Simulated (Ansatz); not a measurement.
Base system: BP in the zinc blende structure (space group F-43m, No. 216; a = 4.537 Å).

Modification: the cell is scaled by 0.9900 in all directions; the atoms relax in the strained cell.

Method: Ansatz (a first-principles code) r2SCAN, no SOC.

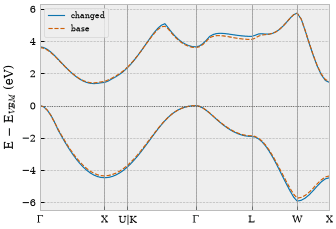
Fig. 1. Highest valence and lowest conduction band along the path, each from its own valence-band maximum

The gap is 1.37 eV, indirect, Γ → Γ–X (83 % along); the base has 1.41 eV.

Whether these cells are dynamically stable was not tested.
